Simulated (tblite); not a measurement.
# C₃H₅F₂OSi: frequency calculation

- system: C₃H₅F₂OSi, multiplicity 2
- method: GFN2-xTB harmonic vibrations, gas phase (tblite 0.8.0)

It belongs to a series of runs on one base structure; here: H removed from sp2 C.

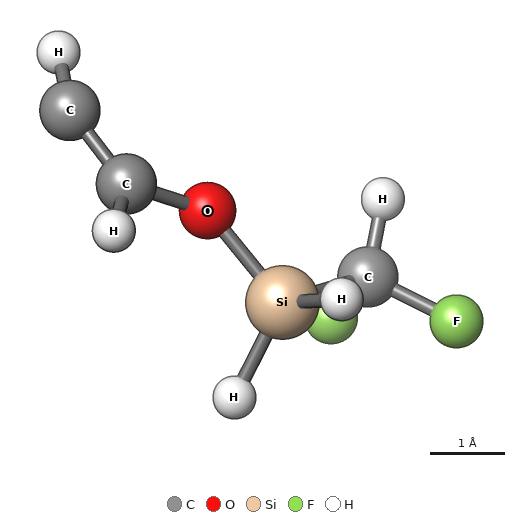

**Figure 1.** The input geometry (ball-and-stick view, seen at a tilt). Bond lengths as drawn: C–C 1.29 Å, C–F 1.36 Å, C–H 1.06 to 1.10 Å, C–O 1.38 Å, C–Si 1.93 Å, H–Si 1.46 Å and O–Si 1.62 Å.

### Input
```
{"job": {"kind": "ir", "xc": "GFN2-xTB", "basis": "xTB"}, "charge": 0, "multiplicity": 2}
C     -3.069548     0.170215     0.183253
C     -2.020827    -0.268849    -0.426494
O     -0.725633    -0.024953    -0.012591
Si     0.701659    -0.394052    -0.672824
C      1.900696     0.396459     0.614944
F      3.115917    -0.216665     0.547900
F      2.135123     1.705811     0.325779
H     -3.393686     0.744278     1.014794
H     -2.087168    -0.874743    -1.323398
H      0.913968     0.241120    -1.969658
H      0.952162    -1.833275    -0.707115
H      1.578536     0.353969     1.664160
```

The first line tells a small driver script what to run in tblite; the rest is the geometry in Å.

Hardware: 1 CPU thread, shared host.

Run as:
```bash
OMP_NUM_THREADS=1 python <driver script> task.json out
```

### What the program printed
```
mode    cm-1     km/mol
  1      21.7      1.87
  2      43.2      0.84
  3      80.8      2.38
  4     105.4      1.35
  5     196.3      2.20
  6     243.7      5.61
  7     292.4     22.48
  8     370.0      1.50
  9     481.2     32.68
 10     535.3     76.47
 11     576.2      2.01
 12     589.3     58.14
 13     652.7     97.49
 14     680.4      6.41
 15     750.7    267.83
 16     779.7    158.32
 17     827.4     42.21
 18     903.9     23.17
 19    1003.2    126.10
 20    1063.0    157.42
 21    1084.8    231.07
 22    1230.9     41.67
 23    1254.9      6.95
 24    1270.1      2.93
 25    1690.6     24.16
 26    2284.0    358.06
 27    2313.4    120.35
 28    2901.6     35.39
 29    2990.6     16.77
 30    3238.7      1.53
```

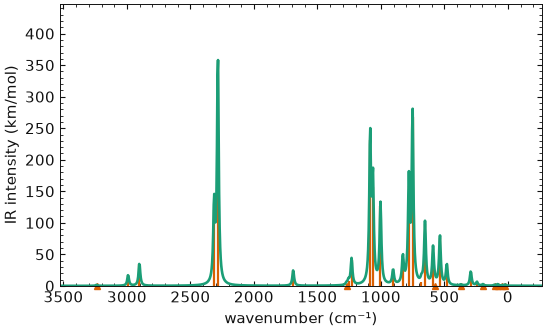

**Figure 2.** Harmonic infrared spectrum, unscaled: sticks (degenerate modes added up, dark ones marked on the axis) with a Lorentzian envelope of 16 cm⁻¹ full width, scaled to the tallest stick. 30 modes from 22 to 3239 cm⁻¹, none imaginary. The strongest line is at 2284 cm⁻¹ (358 km/mol).

### Summary

```csv
quantity,value
outcome,converged
total energy,−657.0112 eV
zero-point energy,43.5390 kcal/mol
peak memory,0.18 GiB
```
